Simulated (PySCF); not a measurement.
# C8H4Mo (triplet): open-shell or spin-flip excitations

Aim: compute the open-shell or spin-flip excitations of C8H4Mo (triplet) (`C#[C][Mo]([C]#C)([C]#C)[C]#C`).

Programs: PySCF 2.14.0, with routines of our own; each step states its level. All values are computed. Atoms count from 0.

1 further run of the same task is left out (for a known fault of the program).

## 1. The starting structure

13 atoms, charge 0, multiplicity 3; geometry from: GFN2-xTB.

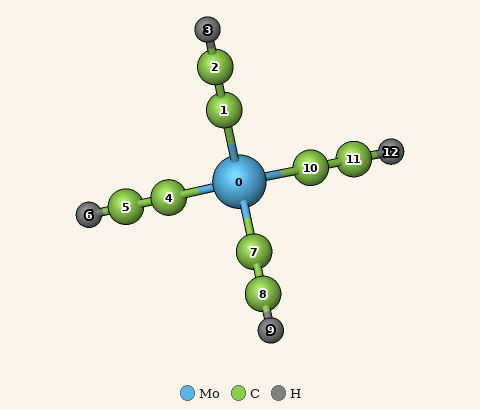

The starting geometry (molybdenum blue, carbon green, hydrogen grey); sticks join atoms by distance alone.

## 2. Open-shell or spin-flip excitations: unrestricted TDDFT PBE0/def2-SVP Mo:def2-TZVP

Job settings and geometry (Å):

```
{"job": {"kind": "uabs", "xc": "PBE0", "basis": {"default": "def2-SVP", "Mo": "def2-TZVP"}, "nstates": 15, "tda": false, "pol": false}, "charge": 0, "multiplicity": 3}
Mo     0.004850    -0.002900    -0.003530
C      0.004390    -0.003100     2.018950
C     -0.000140    -0.003040     3.237190
H     -0.004650    -0.003710     4.293630
C      1.913050     0.001760    -0.677100
C      3.065120     0.006340    -1.073350
H      4.063490     0.011110    -1.418930
C     -0.952070     1.649270    -0.677270
C     -1.529530     2.641970    -1.084030
H     -2.029720     3.503310    -1.436270
C     -0.955110    -1.651040    -0.678990
C     -1.537450    -2.644640    -1.076440
H     -2.042230    -3.505330    -1.423870
```

With the program's defaults for keys left out, this is: unrestricted TDDFT PBE0/def2-SVP Mo:def2-TZVP, vertical, gas phase, core orbitals frozen in the response.

The run is started by

```
$ OMP_NUM_THREADS=1 python excited_run.py task.json out
```

One launch serves the whole session: the jobs run in the order shown.

The log of the run:

```text
starts in def2-SVP, energy above the lowest (Eh): 0.00000 0.00000 0.00000 0.00000 0.00000
final grid: 125560 points
cycle   1  E = -374.5459579048  dE = -4.291e-03  |g| = 5.349e-03  |ddm| = 7.939e-01
cycle   2  E = -374.5459560947  dE =  1.810e-06  |g| = 5.389e-03  |ddm| = 3.530e-02
cycle   3  E = -374.5459589076  dE = -2.813e-06  |g| = 5.011e-03  |ddm| = 8.527e-03
cycle   4  E = -374.5459707114  dE = -1.180e-05  |g| = 1.720e-03  |ddm| = 4.451e-03
cycle   5  E = -374.5459720967  dE = -1.385e-06  |g| = 3.066e-04  |ddm| = 1.702e-03
cycle   6  E = -374.5459721494  dE = -5.270e-08  |g| = 9.521e-05  |ddm| = 4.000e-04
cycle   7  E = -374.5459721539  dE = -4.466e-09  |g| = 3.304e-05  |ddm| = 1.003e-04
cycle   8  E = -374.5459721549  dE = -1.012e-09  |g| = 1.187e-05  |ddm| = 5.779e-05
cycle   9  E = -374.5459721552  dE = -2.350e-10  |g| = 6.184e-06  |ddm| = 2.967e-05
converged SCF energy = -374.5459721552

<S^2> of the reference = 2.0469 (exact 2.0000)

Excitations
state   eV       nm        f      <S^2>   main configurations
  1   1.9911    622.7   0.00000   2.069   H-1a->La 0.72, H-1a->L+1a 0.13, Ha->La 0.10  MC
  2   1.9951    621.4   0.00000   2.069   Ha->L+1a 0.63, H-1a->L+2a 0.14, Ha->La 0.11  MC
  3   1.9973    620.8   0.00000   2.069   Ha->L+2a 0.50, H-1a->L+2a 0.21, H-1a->L+1a 0.20  MC
  4   2.1694    571.5   0.01437   2.112   Ha->La 0.69, Ha->L+1a 0.13, H-1a->La 0.10  MC
  5   2.1753    570.0   0.01438   2.113   H-1a->L+1a 0.57, Ha->L+2a 0.29  MC
  6   2.1778    569.3   0.01444   2.113   H-1a->L+2a 0.58, Ha->L+1a 0.17, Ha->L+2a 0.08  MC
  7   3.4158    363.0   0.02456   2.648   Hb->Lb 0.47, H-1b->L+1b 0.18  LMCT
  8   3.4178    362.8   0.02433   2.646   H-2b->Lb 0.25, H-1b->Lb 0.17, Hb->L+1b 0.12  LMCT
  9   3.4186    362.7   0.02434   2.643   H-2b->L+1b 0.25, H-1b->L+1b 0.24  LMCT
 10   3.4623    358.1   0.00002   2.260   H-2b->L+1b 0.23, H-1b->L+1b 0.18, Hb->Lb 0.17, H-2b->Lb 0.14  LMCT
 11   3.4630    358.0   0.00002   2.260   H-2b->Lb 0.29, Hb->L+1b 0.26, H-2b->L+1b 0.19  LMCT
 12   3.4632    358.0   0.00000   2.257   H-1b->Lb 0.55, Hb->L+1b 0.26  LMCT
 13   3.7425    331.3   0.00233   2.685   H-4b->L+1b 0.31, H-3b->Lb 0.16  LMCT
 14   3.7432    331.2   0.00237   2.687   H-5b->Lb 0.24, H-4b->L+1b 0.13, H-3b->L+1b 0.11  LMCT
 15   3.7439    331.2   0.00222   2.684   H-5b->Lb 0.21, H-3b->Lb 0.13, H-3b->L+1b 0.13  LMCT
```

Run time: 3 min. Hardware: 1 thread of Arm Neoverse V1, shared host.

In short:

| quantity | value |
| --- | --- |
| ⟨S²⟩ | 2.047 |

Löwdin spin populations:

Mo0 1.58; C1 -0.13; C2 0.24; H3 0.00; C4 -0.13; C5 0.24; H6 0.00; C7 -0.13; C8 0.24; H9 0.00; C10 -0.13; C11 0.24; H12 0.00

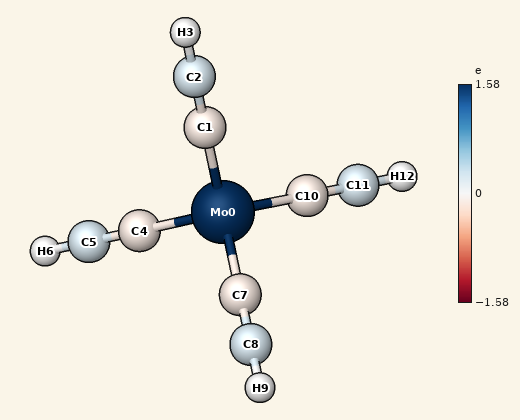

Löwdin spin populations, as colours on the atoms.

## 3. Open-shell or spin-flip excitations: collinear spin-flip TDA BHandHLYP/def2-SVP Mo:def2-TZVP

The job, as its differences from that of step 2:

```diff
@@ -1,2 +1,2 @@
-{"job": {"kind": "uabs", "xc": "PBE0", "basis": {"default": "def2-SVP", "Mo": "def2-TZVP"}, "nstates": 15, "tda": false, "pol": false}, "charge": 0, "multiplicity": 3}
+{"job": {"kind": "uabs", "xc": "BHandHLYP", "basis": {"default": "def2-SVP", "Mo": "def2-TZVP"}, "nstates": 10, "tda": false, "pol": false, "spin_flip": true}, "charge": 0, "multiplicity": 3}
 Mo     0.004850    -0.002900    -0.003530
```

Method: collinear spin-flip TDA BHandHLYP/def2-SVP Mo:def2-TZVP, vertical, gas phase, core orbitals frozen in the response.

The log of the run:

```text
starts in def2-SVP, energy above the lowest (Eh): 0.00000 0.00000 0.00000 0.00000
final grid: 125560 points
cycle   1  E = -374.6252519981  dE = -4.676e-03  |g| = 6.405e-03  |ddm| = 8.388e-01
cycle   2  E = -374.6252657163  dE = -1.372e-05  |g| = 4.005e-03  |ddm| = 5.497e-02
cycle   3  E = -374.6252603320  dE =  5.384e-06  |g| = 5.110e-03  |ddm| = 8.583e-03
cycle   4  E = -374.6252744556  dE = -1.412e-05  |g| = 1.902e-04  |ddm| = 4.697e-03
cycle   5  E = -374.6252744756  dE = -1.998e-08  |g| = 8.984e-05  |ddm| = 3.170e-04
cycle   6  E = -374.6252744799  dE = -4.269e-09  |g| = 4.147e-05  |ddm| = 9.948e-05
cycle   7  E = -374.6252744811  dE = -1.289e-09  |g| = 1.474e-05  |ddm| = 6.195e-05
cycle   8  E = -374.6252744817  dE = -5.934e-10  |g| = 1.018e-05  |ddm| = 4.148e-05
converged SCF energy = -374.6252744817

<S^2> of the reference = 2.0819 (exact 2.0000)

Spin-flip excitations, energies against the reference
state   eV       nm        f      <S^2>   main configurations
  1   0.8007        -   0.00000   2.169   Ha->Lb 0.34, H-1a->L+1b 0.34  MC
  2   1.2863   2553.2   0.00000   0.113   Ha->L+1b 0.38, H-1a->Lb 0.38  MC
  3   1.2872   2548.0   0.00000   0.113   Ha->Lb 0.38, H-1a->L+1b 0.38  MC
  4   1.7594   1293.1   0.00000   0.129   H-1a->Lb 0.38, Ha->L+1b 0.38  MC
  5   2.6740    661.8   0.00000   1.112   H-1a->L+2b 0.46, H-1a->L+3b 0.30  MC
  6   2.6787    660.2   0.00002   1.113   Ha->L+3b 0.42, Ha->L+2b 0.25, H-1a->L+4b 0.17  MC
  7   2.6803    659.6   0.00001   1.112   Ha->L+4b 0.49, H-1a->L+3b 0.14, H-1a->L+4b 0.12  MC
  8   2.7373    640.2   0.01332   1.130   Ha->L+2b 0.45, Ha->L+3b 0.32  MC
  9   2.7440    638.0   0.01335   1.130   H-1a->L+3b 0.35, Ha->L+4b 0.30, H-1a->L+2b 0.14  MC
 10   2.7459    637.4   0.01340   1.130   H-1a->L+4b 0.51, H-1a->L+2b 0.15, Ha->L+3b 0.09  MC
```

Run time: 96 s. Hardware: 1 thread of Arm Neoverse V1, shared host.

The ⟨S²⟩ below is that of the reference state, of multiplicity 3.

Key values:

| quantity | value |
| --- | --- |
| low spin less high spin | 0.486 eV |
| ⟨S²⟩ | 2.082 |

## 4. Results

| quantity | value |
| --- | --- |
| lowest and brightest state of nearly pure spin, of 15 (step 2, unrestricted TDDFT PBE0/def2-SVP Mo:def2-TZVP) | 1.99 eV; 2.18 eV, f = 0.014 |
| low spin less high spin (step 3, collinear spin-flip TDA BHandHLYP/def2-SVP Mo:def2-TZVP) | 0.486 eV |

Steps that list no spin-orbit terms leave them out, which matters at and beside the heavy atoms. States whose ⟨S²⟩ lies well above the reference's are mixtures of spin states, an artefact of the unrestricted response, and are left out of the summary. The geometry comes from tight binding, which is rough for metal atoms, and these values hang on it.
